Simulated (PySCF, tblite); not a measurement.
# C₅H₈O₂SSi: geometry, infrared bands and NMR shifts

What infrared bands and NMR shifts should C₅H₈O₂SSi (`CS[Si@H](O)C#CC(C)=O`) show?

The runs use tblite 0.8.0 and PySCF 2.14.0, with density-fitted response routines of our own; the level of theory stands in each step. All values are computed, except where a source is named. Atoms are numbered from 0 throughout.

### Step 1. The molecule as given

17 atoms, charge 0, multiplicity 1; geometry from: force field or distance geometry start.

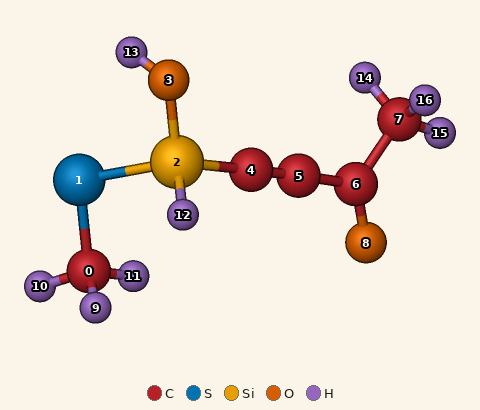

As it starts; carbon red, sulfur blue, silicon amber, oxygen orange, hydrogen purple, atoms numbered.

### Step 2. Geometry optimisation with GFN2-xTB

The job: settings as JSON, then the geometry in Å.

```
{"job": {"kind": "relax", "xc": "GFN2-xTB", "basis": "xTB"}, "charge": 0, "multiplicity": 1}
C     -2.339100    -1.300200     1.805200
S     -2.783900    -1.118000     0.051200
Si    -1.857300     0.730500    -0.481300
O     -2.317600     0.987300    -2.067800
C     -0.029900     0.552100    -0.270500
C      1.150100     0.425000    -0.118000
C      2.577700     0.269400     0.093600
C      3.450600     0.346500    -1.119200
O      3.008500     0.078100     1.230900
H     -2.735500    -0.455600     2.392400
H     -2.799500    -2.217400     2.193300
H     -1.267600    -1.367900     1.937100
H     -2.419300     1.812400     0.377900
H     -2.632500     0.178600    -2.506800
H      3.166000    -0.441500    -1.823200
H      4.488700     0.209800    -0.824300
H      3.333700     1.322900    -1.596500
```

Command:

```console
OMP_NUM_THREADS=1 python probes_run.py task.json out
```

The driver reads the jobs from task.json and runs them one after another.

What it wrote:

```text
step      E/eV     max force
  0    -758.50028    1.832
  1    -758.52730    3.248
  2    -758.60753    0.808
  3    -758.61225    1.066
  4    -758.62376    0.260
  5    -758.63053    0.239
  6    -758.63674    0.341
  7    -758.64025    0.199
  8    -758.64204    0.100
  9    -758.64343    0.109
 10    -758.64460    0.141
 11    -758.64559    0.102
 12    -758.64658    0.078
 13    -758.64775    0.124
 14    -758.64901    0.127
 15    -758.65004    0.079
 16    -758.65070    0.072
 17    -758.65123    0.068
 18    -758.65179    0.098
 19    -758.65237    0.086
 20    -758.65292    0.064
 21    -758.65348    0.063
 22    -758.65410    0.082
 23    -758.65469    0.076
 24    -758.65510    0.042
 25    -758.65534    0.044
 26    -758.65554    0.047
 27    -758.65581    0.065
 28    -758.65618    0.063
 29    -758.65662    0.047
 30    -758.65699    0.048
 31    -758.65728    0.047
 32    -758.65754    0.044
 33    -758.65782    0.045
 34    -758.65810    0.049
 35    -758.65835    0.045
 36    -758.65853    0.033
 37    -758.65868    0.029
 38    -758.65884    0.032
 39    -758.65902    0.044
 40    -758.65920    0.049
 41    -758.65935    0.034
 42    -758.65949    0.036
 43    -758.65960    0.032
 44    -758.65969    0.028
 45    -758.65977    0.023
 46    -758.65985    0.032
 47    -758.65994    0.042
 48    -758.66007    0.039
 49    -758.66022    0.033
 50    -758.66037    0.026
 51    -758.66053    0.038
 52    -758.66076    0.060
 53    -758.66113    0.072
 54    -758.66159    0.064
 55    -758.66205    0.057
 56    -758.66239    0.048
 57    -758.66264    0.045
 58    -758.66290    0.051
 59    -758.66318    0.055
 60    -758.66343    0.047
 61    -758.66361    0.036
 62    -758.66374    0.035
 63    -758.66386    0.034
 64    -758.66398    0.035
 65    -758.66409    0.030
 66    -758.66420    0.037
 67    -758.66429    0.029
 68    -758.66437    0.023
 69    -758.66448    0.030
 70    -758.66463    0.038
 71    -758.66478    0.041
 72    -758.66487    0.031
 73    -758.66491    0.020
 74    -758.66494    0.017
 75    -758.66502    0.033
 76    -758.66513    0.048
 77    -758.66530    0.052
 78    -758.66544    0.035
 79    -758.66553    0.027
 80    -758.66562    0.028
 81    -758.66576    0.036
 82    -758.66591    0.044
 83    -758.66605    0.033
 84    -758.66613    0.021
 85    -758.66619    0.022
 86    -758.66626    0.026
 87    -758.66634    0.023
 88    -758.66639    0.010
 89    -758.66640    0.010
 90    -758.66642    0.012
 91    -758.66645    0.015
 92    -758.66647    0.015
 93    -758.66649    0.012
 94    -758.66651    0.011
 95    -758.66653    0.013
 96    -758.66656    0.022
 97    -758.66661    0.029
 98    -758.66666    0.027
 99    -758.66669    0.018
100    -758.66671    0.013
101    -758.66674    0.018
102    -758.66677    0.023
103    -758.66682    0.025
104    -758.66687    0.023
105    -758.66692    0.022
106    -758.66695    0.063
107    -758.66700    0.025
108    -758.66705    0.031
109    -758.66711    0.027
110    -758.66714    0.016
111    -758.66718    0.023
112    -758.66723    0.038
113    -758.66730    0.040
114    -758.66737    0.024
115    -758.66741    0.013
116    -758.66743    0.016
117    -758.66747    0.023
118    -758.66751    0.021
119    -758.66754    0.013
120    -758.66756    0.013
121    -758.66758    0.019
122    -758.66762    0.024
123    -758.66766    0.021
124    -758.66769    0.010
```

Run time: 1.3 s. Hardware: 1 thread of Intel Xeon at 2.70GHz, shared host.

Along the way: (not every step is listed)

```tsv
step	energy from step 0 (eV)	largest force (eV/Å)
0	0.0000	1.8324
1	-0.0270	3.2484
2	-0.1073	0.8085
3	-0.1120	1.0663
4	-0.1235	0.2597
5	-0.1303	0.2394
6	-0.1365	0.3407
7	-0.1400	0.1990
8	-0.1418	0.1004
19	-0.1521	0.0860
30	-0.1567	0.0484
41	-0.1591	0.0339
52	-0.1605	0.0604
63	-0.1636	0.0343
74	-0.1647	0.0174
85	-0.1659	0.0220
96	-0.1663	0.0221
107	-0.1667	0.0249
118	-0.1672	0.0211
119	-0.1673	0.0132
120	-0.1673	0.0134
121	-0.1673	0.0193
122	-0.1673	0.0244
123	-0.1674	0.0212
124	-0.1674	0.0097
```

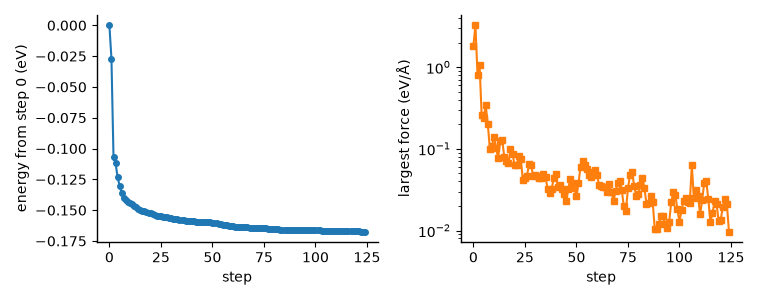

Energy and force, step by step.

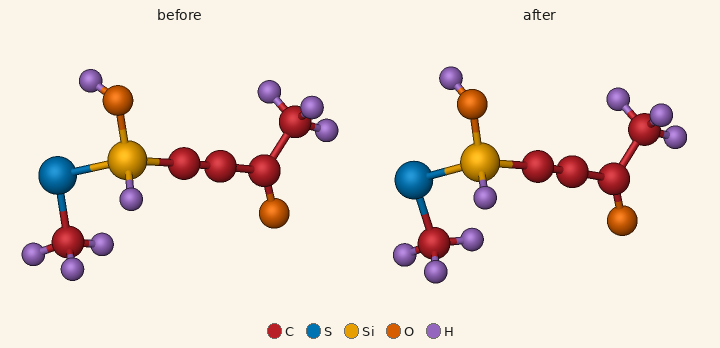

The geometry before (left) and after (right).

Distances of close pairs at the start and the end, largest changes first:

```tsv
bond	before (Å)	after (Å)	change (Å)
Si2–O3	1.672	1.615	-0.057
Si2–H12	1.492	1.451	-0.041
C6–O8	1.231	1.207	-0.024
O3–H13	0.973	0.954	-0.019
S1–Si2	2.135	2.153	+0.018
C0–H9	1.102	1.085	-0.017
C4–C5	1.197	1.210	+0.013
C0–H10	1.097	1.085	-0.012
```

The next job starts from the end point, and lists it.

### Step 3. Harmonic vibrations with GFN2-xTB

The job: settings as JSON, then the geometry in Å.

```
{"job": {"kind": "ir", "xc": "GFN2-xTB", "basis": "xTB"}, "charge": 0, "multiplicity": 1}
C     -2.056297    -1.257154     1.760425
S     -2.750519    -1.144660     0.085471
Si    -1.967512     0.764272    -0.528722
O     -2.385106     1.024214    -2.067097
C     -0.131235     0.619080    -0.297377
C      1.040561     0.416537    -0.074839
C      2.434733     0.196479     0.213265
C      3.309989     0.260770    -1.011755
O      2.838448    -0.018426     1.330600
H     -2.489987    -0.482963     2.385479
H     -2.320111    -2.235724     2.147565
H     -0.977197    -1.149679     1.714965
H     -2.511193     1.870785     0.236162
H     -2.581455     0.314191    -2.673132
H      2.993293    -0.498714    -1.724831
H      4.348840     0.099147    -0.735288
H      3.197749     1.233876    -1.486975
```

What it wrote:

```text
mode    cm-1     km/mol
  1      16.6      5.29
  2      36.8      2.23
  3      58.9      6.00
  4      73.3      0.32
  5     101.4      0.37
  6     121.2      2.31
  7     126.7      2.38
  8     148.9     16.35
  9     177.8     88.72
 10     186.8      2.29
 11     217.9     17.73
 12     286.0     16.89
 13     309.8     15.17
 14     364.9     44.05
 15     485.1     37.21
 16     532.8     27.34
 17     569.0      3.49
 18     604.5    117.83
 19     618.6    117.94
 20     666.2     84.63
 21     732.6      5.07
 22     794.7    431.33
 23     886.7     16.27
 24     942.0    195.94
 25     953.5      0.90
 26     965.9     10.07
 27     984.4     26.99
 28     985.6     36.18
 29    1182.6    310.30
 30    1327.4      2.81
 31    1364.0     31.13
 32    1445.6     13.95
 33    1447.6     10.82
 34    1453.9      4.58
 35    1458.4      5.48
 36    1735.7    357.01
 37    2263.3      8.79
 38    2346.8    214.13
 39    3021.1      7.36
 40    3028.8      3.42
 41    3034.4      6.97
 42    3040.2      5.34
 43    3054.7     13.60
 44    3060.2      2.26
 45    3659.6     49.36
```

Run time: 0.96 s. Hardware: 1 thread of Intel Xeon at 2.70GHz, shared host.

The strongest bands and the atoms that carry them (share of the mass-weighted mode):

```tsv
cm⁻¹	km/mol	atoms
178	88.7	H13 55 %, O3 16 %
604	117.8	H12 42 %, C5 17 %, C7 12 %, O8 11 %
619	117.9	H12 48 %, Si2 14 %
795	431.3	H13 75 %, O3 15 %
942	195.9	O3 39 %, Si2 36 %
1183	310.3	C6 60 %, H15 14 %, C7 11 %
1736	357.0	C6 61 %, O8 38 %
2347	214.1	H12 97 %
```

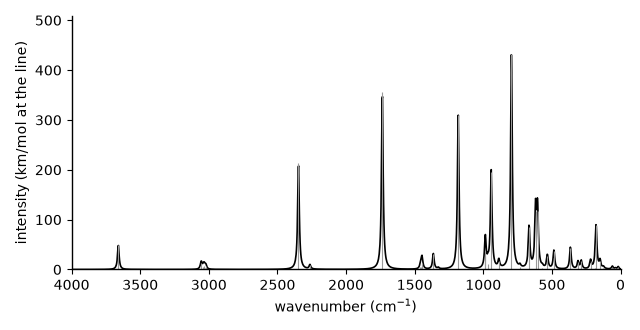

The infrared spectrum from these modes, unscaled. Lines are broadened to a width of 14 cm⁻¹ (Lorentzian).

### Step 4. Nuclear shieldings: PBE0/pcSseg-1

Same as in step 3 but for these lines:

```diff
@@ -1,2 +1,2 @@
-{"job": {"kind": "ir", "xc": "GFN2-xTB", "basis": "xTB"}, "charge": 0, "multiplicity": 1}
+{"job": {"kind": "nmr", "xc": "PBE0", "basis": "pcSseg-1"}, "charge": 0, "multiplicity": 1}
 C     -2.056297    -1.257154     1.760425
```

Level: GIAO PBE0/pcSseg-1 NMR shielding, non-relativistic, gas phase.

What it wrote:

```text
coarse grid: 15816 points
cycle   1  E = -1032.4749201535  dE =  1.260e+00  |g| = 1.056e+00  |ddm| = 4.103e+00
cycle   2  E = -1031.9410751305  dE =  5.338e-01  |g| = 1.967e+00  |ddm| = 3.453e+00
cycle   3  E = -1032.6704842866  dE = -7.294e-01  |g| = 3.027e-01  |ddm| = 2.681e+00
cycle   4  E = -1032.6890573186  dE = -1.857e-02  |g| = 9.959e-02  |ddm| = 3.726e-01
cycle   5  E = -1032.6906375426  dE = -1.580e-03  |g| = 3.402e-02  |ddm| = 1.128e-01
cycle   6  E = -1032.6908691822  dE = -2.316e-04  |g| = 8.222e-03  |ddm| = 3.557e-02
cycle   7  E = -1032.6908787941  dE = -9.612e-06  |g| = 5.243e-03  |ddm| = 1.024e-02
cycle   8  E = -1032.6908850087  dE = -6.215e-06  |g| = 1.386e-03  |ddm| = 4.291e-03
final grid: 145104 points
cycle   9  E = -1032.7681117026  dE = -1.266e-05  |g| = 1.396e-02  |ddm| = 4.364e-02
cycle  10  E = -1032.7680119951  dE =  9.971e-05  |g| = 2.631e-02  |ddm| = 3.739e-02
cycle  11  E = -1032.7681492243  dE = -1.372e-04  |g| = 3.146e-03  |ddm| = 2.704e-02
cycle  12  E = -1032.7681512736  dE = -2.049e-06  |g| = 3.937e-04  |ddm| = 2.993e-03
cycle  13  E = -1032.7681512960  dE = -2.235e-08  |g| = 2.306e-04  |ddm| = 5.285e-04
cycle  14  E = -1032.7681513071  dE = -1.108e-08  |g| = 9.311e-05  |ddm| = 2.314e-04
cycle  15  E = -1032.7681513090  dE = -1.990e-09  |g| = 2.059e-05  |ddm| = 8.350e-05
cycle  16  E = -1032.7681513091  dE = -9.777e-11  |g| = 5.192e-06  |ddm| = 2.479e-05
converged SCF energy = -1032.7681513091

GIAO shielding tensors (ppm)
atom      isotropic    diamagn.    paramagn.     s11        s22        s33       span
  0 C      174.695     253.121     -78.427    161.852    170.473    191.759     29.906
  1 S      680.834    1059.162    -378.328    568.857    641.240    832.405    263.548
  2 Si     376.986     880.156    -503.169    336.823    366.870    427.266     90.443
  3 O      301.300     385.897     -84.597    288.309    300.233    315.359     27.049
  4 C       87.544     266.190    -178.646     11.290     28.969    222.373    211.084
  5 C       78.980     269.535    -190.556    -23.145     -0.661    260.745    283.891
  6 C       -1.286     246.034    -247.320   -103.657     -1.065    100.863    204.521
  7 C      150.618     254.663    -104.045    125.316    133.733    192.805     67.490
  8 O     -376.453     400.021    -776.474  -1004.464   -476.734    351.838   1356.302
  9 H       29.665      30.484      -0.819     24.043     27.168     37.784     13.741
 10 H       29.638      29.773      -0.135     24.036     26.674     38.202     14.166
 11 H       29.423      34.304      -4.881     22.796     29.050     36.422     13.626
 12 H       26.371      28.917      -2.546     23.358     23.844     31.909      8.551
 13 H       29.751      31.028      -1.278     21.760     25.267     42.224     20.464
 14 H       29.236      30.365      -1.128     26.224     29.560     31.925      5.701
 15 H       29.558      27.473       2.085     26.446     27.327     34.901      8.455
 16 H       29.196      29.075       0.121     26.140     29.348     32.101      5.961
```

Run time: 76 s. Hardware: 1 thread of Intel Xeon at 2.70GHz, shared host; peak memory 0.92 GiB.

The references, computed at this level on geometries of the same kind, shield at (ppm): 1H TMS 31.72, 13C TMS 186.9, 29Si TMS 349.2, 17O H2O 336.1, 33S CS2 504. Their shielding less the atom's gives the shift. The references are single molecules in the gas phase, so shifts against H2O, NH3, PH3, H3PO4 or CFCl3 are not on the usual liquid scales and can be off by tens of ppm. Atoms listed in one row are averaged.

```tsv
atoms	environment	σ (ppm)	δ (ppm)	δ scaled to CDCl3
C6	carbonyl carbon of an ynone	-1.3	188.2	181.8
C5	alkyne carbon	79.0	107.9	103.4
C4	alkyne carbon	87.5	99.4	95.1
C7	methyl carbon α to a carbonyl	150.6	36.3	33.5
C0	methyl carbon bonded to S	174.7	12.2	5.6
H12	hydrogen on a silicon bonded to C, O, S	26.37	5.35	–
H14, H15, H16	hydrogen on a methyl carbon α to a carbonyl	29.33	2.39	2.36
H9, H10, H11	hydrogen on a methyl carbon bonded to S	29.58	2.14	2.12
H13	hydrogen on an oxygen bonded to Si	29.75	1.97	–
S1	sulfur bonded to C, Si	681	-177	–
Si2	silicon bonded to C, O, S, H	377.0	-27.8	–
O8	ketone oxygen	-376.5	712.5	–
O3	oxygen bonded to Si, H	301.3	34.8	–
```

The scaled column applies a straight-line fit of computed shieldings to shifts measured in CDCl3, with any fitted terms for Cl, Br or S neighbours (root-mean-square error 0.16 ppm for H, 1.9 ppm for C).

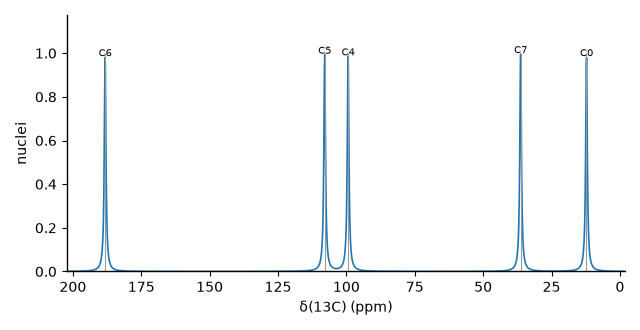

13C lines at the computed shifts, without couplings. Lines are broadened to a width of 0.70 ppm (Lorentzian).

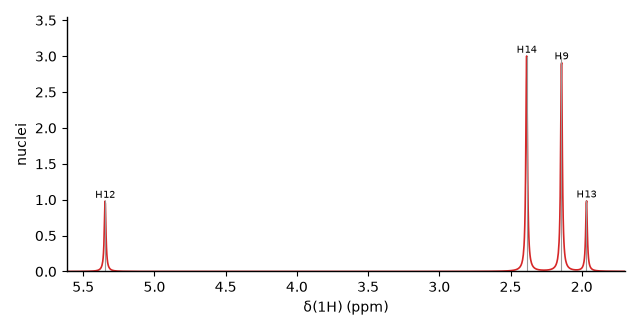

1H lines at the computed shifts, without couplings. Lines are broadened to a width of 0.01 ppm (Lorentzian).

Charges from the same density, by scheme (e):

```tsv
atoms	Mulliken	IAO	Hirshfeld	ESP fit
C0	-0.40	-0.50	-0.11	-0.36
S1	-0.33	-0.20	-0.11	-0.30
Si2	0.91	1.10	0.41	0.58
O3	-0.53	-0.78	-0.30	-0.63
C4	-0.39	-0.33	-0.14	-0.10
C5	0.09	-0.06	-0.03	-0.32
C6	0.15	0.38	0.17	0.85
C7	-0.28	-0.47	-0.12	-0.68
O8	-0.33	-0.38	-0.22	-0.50
```

IAO charges:

C0 -0.50; S1 -0.20; Si2 1.10; O3 -0.78; C4 -0.33; C5 -0.06; C6 0.38; C7 -0.47; O8 -0.38; H9 0.16; H10 0.17; H11 0.17; H12 -0.14; H13 0.38; H14 0.17; H15 0.17; H16 0.17

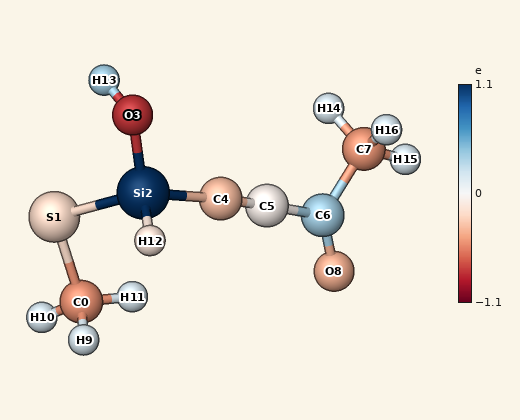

IAO charges, as colours on the atoms.

Mayer bond orders: C0–S1 0.99, S1–Si2 0.96, Si2–O3 1.09, Si2–C4 0.88, C4–C5 2.44, C5–C6 0.94, C6–C7 1.03, C6–O8 1.99.

The fields below are evaluated on a grid from the run's orbitals.

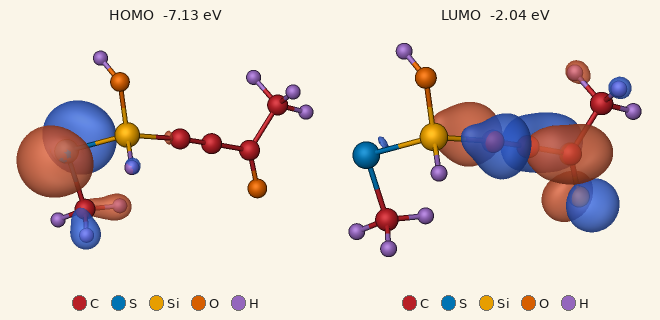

Frontier orbitals at PBE0/pcSseg-1; each surface holds 70 % of the orbital's density, blue and red mark the sign.

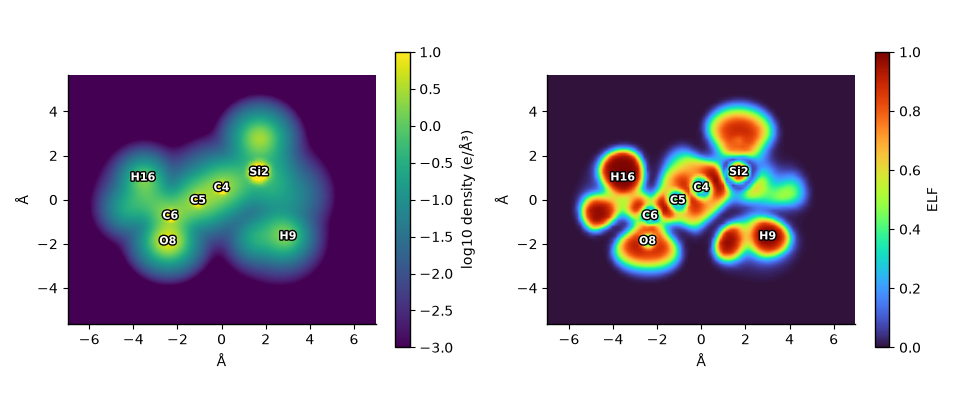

Density (left) and ELF (right) in a plane through or near 7 of the atoms.

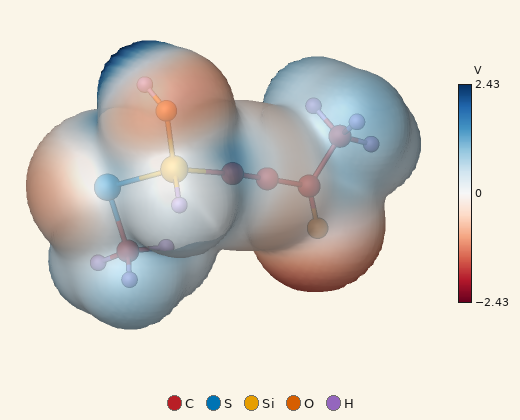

Electrostatic potential on the surface of density 0.002 e/bohr³; red is low, blue high. It runs from -1.49 V near O8 to 2.43 V near H13.

### Step 5. Outcome

| quantity | value |
| --- | --- |
| strongest single infrared mode (GFN2-xTB) | 795 cm⁻¹, 431 km/mol |
| zero-point energy (GFN2-xTB) | 72.7 kcal/mol |
| 13C shifts against TMS (PBE0/pcSseg-1) | 188.2, 107.9, 99.4, 36.3, 12.2 ppm |
| 1H shifts against TMS (PBE0/pcSseg-1, means over atoms taken as alike) | 5.35, 2.39, 2.14, 1.97 ppm |
| 33S shifts against CS2 (PBE0/pcSseg-1) | -177 ppm |
| 29Si shifts against TMS (PBE0/pcSseg-1) | -27.8 ppm |
| 17O shifts against H2O (PBE0/pcSseg-1) | 712.5, 34.8 ppm |
| surface potential, least and greatest | -1.49 V and 2.43 V |

Relaxing lowered the energy by 0.167 eV in 124 steps; the close pair that moved most is Si2–O3, from 1.672 to 1.615 Å. All 45 modes are real, so the xTB geometry is a minimum. The strongest single mode, at 795 cm⁻¹, moves mainly H13. Unscaled tight-binding wavenumbers are off by several per cent, some by more. Its intensities can rank the bands wrongly. At PBE0/pcSseg-1: The widest tensor belongs to O8: span 1356 ppm, with a paramagnetic part of -776 ppm. At PBE0/pcSseg-1, counted by nearest atom on the grid, the HOMO lies on S1 79 %, the LUMO on C4, C6 about 25 % each; O8 22 %.
